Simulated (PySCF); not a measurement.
In(Me)2(OH)(NH3), C₂H₁₀InNO, singlet at its GFN2-xTB optimised geometry (Å):

```
15

In    -0.7537    -0.0548     0.0000
C     -1.0874    -1.6992    -1.4614
H     -0.7020    -1.4129    -2.4353
H     -2.1458    -1.9287    -1.5542
H     -0.5620    -2.5812    -1.1042
C     -1.1465     2.1354     0.0000
H     -0.5748     2.5812     0.8099
H     -2.2029     2.3380     0.1578
H     -0.8411     2.5709    -0.9460
O     -0.4228    -0.7543     1.8569
H     -1.1710    -0.9464     2.4152
N      1.6630    -0.0548     0.0000
H      1.5922    -0.3907     0.9569
H      2.2029     0.8040     0.0051
H      2.1615    -0.7540    -0.5402
```

Level of theory: CAM-B3LYP/def2-TZVP, def2 effective core potentials past Kr (PySCF). The core electrons that the potentials of In replace are not part of the density. Cells within 0.4 Å of a nucleus heavier than hydrogen are left out (blank, or x).

Map of the log10 of the electron density (e/bohr³), floored at −4 on the plane z = 0.0 Å:

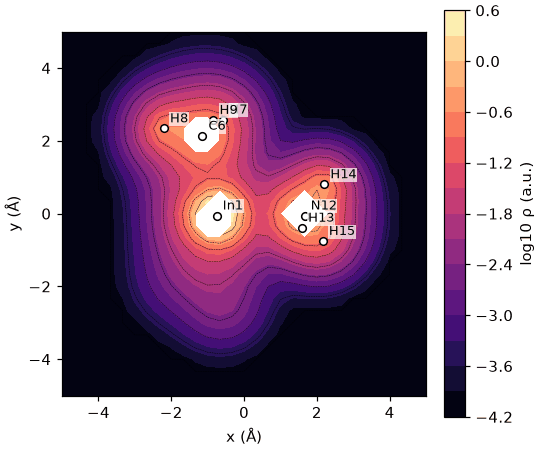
Figure. Log10 of the electron density (e/bohr³), floored at −4 on the plane z = 0.0 Å.
